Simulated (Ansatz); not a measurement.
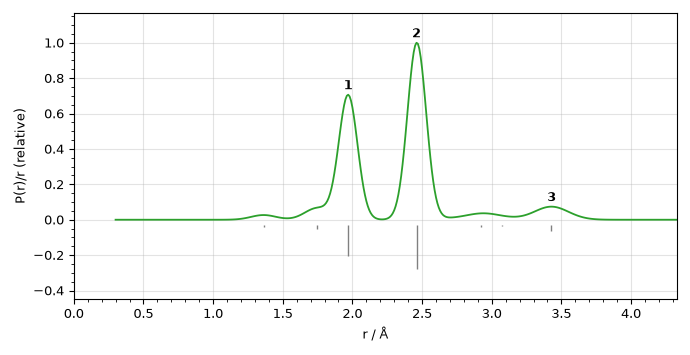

Simulated gas electron diffraction: radial distribution curve of FH₂SSb. Each pair of atoms contributes with weight ZᵢZⱼ/r (bars below the curve); damping constant 0.001 Å²; vibrational amplitudes assumed, not computed: 0.05 Å for bonds, 0.078 Å for bonds to H, 0.06 + 0.015 r up to 0.15 Å for other pairs. The geometry is the end point of an optimisation (RKS PBE-D4/def2-SVP in Ansatz); it may be a saddle point or a higher isomer.

Read the positions of the numbered peaks and name the main pairs (– for bonds).

Peak 1, 1.97 Å: Sb–F 1.97 Å; in its flanks Sb–H 1.75 Å
Peak 2, 2.46 Å: Sb–S 2.46 Å
Peak 3, 3.43 Å: S···F 3.42 Å
